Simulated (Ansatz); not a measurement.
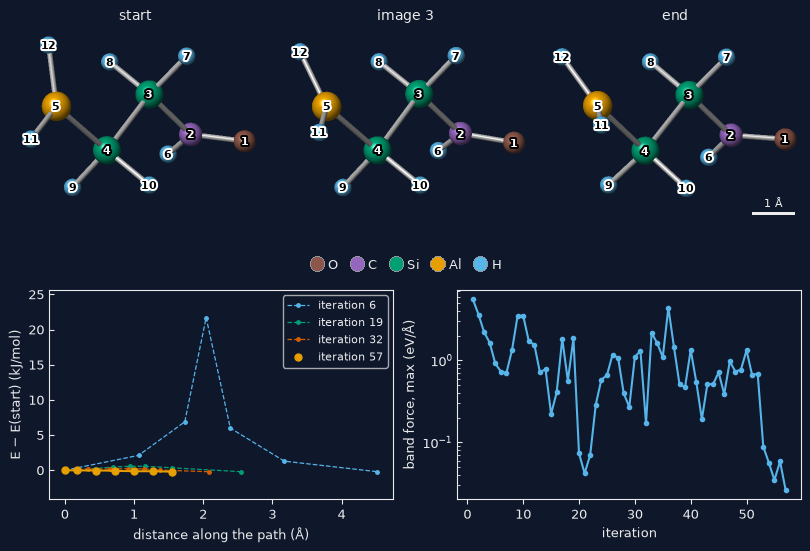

A nudged-elastic-band calculation for CH₇AlOSi₂. Images are numbered from 0 (start) to 6 (end). The plot follows the band through its iterations. Style: ball-and-stick. Shown from a free direction.

Level of theory: UHF/STO-3G in Ansatz. Settings: 5 movable images; climbing image; force threshold 0.03 eV/Å; iteration limit 60; starting path through a guess of the saddle point.

> How did the profile develop, and is the result final?

The run is converged, with reservations. The band converged in 57 iterations. The largest component of the band force went from 5.6 to 0.026 eV/Å. The first iteration put the highest image at 496.34 kJ/mol. No barrier shows: the energy is highest at the start, and the end lies 0.20 kJ/mol below the start.

Limits of the set-up: Hartree-Fock leaves out electron correlation; STO-3G is a minimal basis, so the numbers are rough.
